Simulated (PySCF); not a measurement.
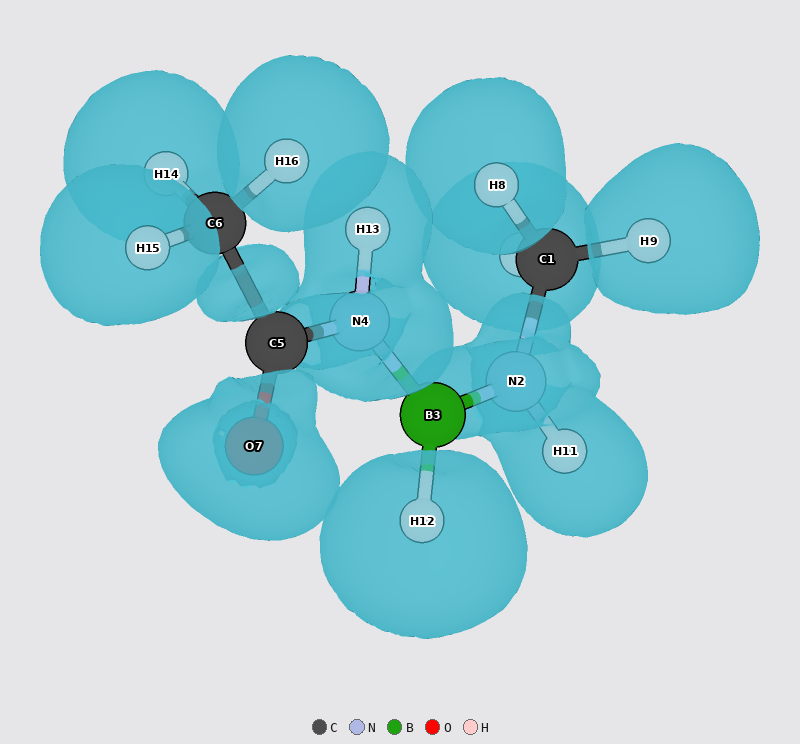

The picture shows: C3H9BN2O (SMILES CNBNC(C)=O). Isosurface of the electron localisation function at 0.75 (cyan), seen at an oblique angle. Core shells and regions of very low density are left out.

Geometry: GFN2-xTB.

Computed with PySCF 2.14.0, PBE0/def2-SVPD, SCF density, gas phase.

```xyz
16

C    -2.3544    1.0554    0.0777
N    -1.7767    0.4343   -1.0921
B    -0.5358   -0.1608   -1.2844
N     0.4268   -0.2366   -0.2178
C     1.6814   -0.7773   -0.2986
C     2.4623   -0.6898    1.0031
O     2.1385   -1.2725   -1.3005
H    -1.6428    1.0575    0.9000
H    -2.6352    2.0916   -0.1332
H    -3.2509    0.5179    0.4024
H    -2.4137    0.4557   -1.8734
H    -0.2630   -0.6056   -2.3264
H     0.1942    0.1375    0.6910
H     1.9158   -1.1788    1.8073
H     3.4267   -1.1738    0.8784
H     2.6191    0.3543    1.2684
```

Describe the localisation domains.

At this value the surface marks out one region between bonded C–C atoms (shared pairs), seven regions around hydrogen nuclei, one region on O in which the atom's valence shell and bonds are merged and two joined regions spread over several atoms (H, N), in which their bonds and any lone pairs are merged. Profiles from the grid: C–O (1.21 Å): the ELF peaks at about 0.85 between the atoms (a short, multiple covalent bond). C–N (1.37 Å): the ELF peaks at about 0.95 between the atoms, as expected for localised, covalent bonding.
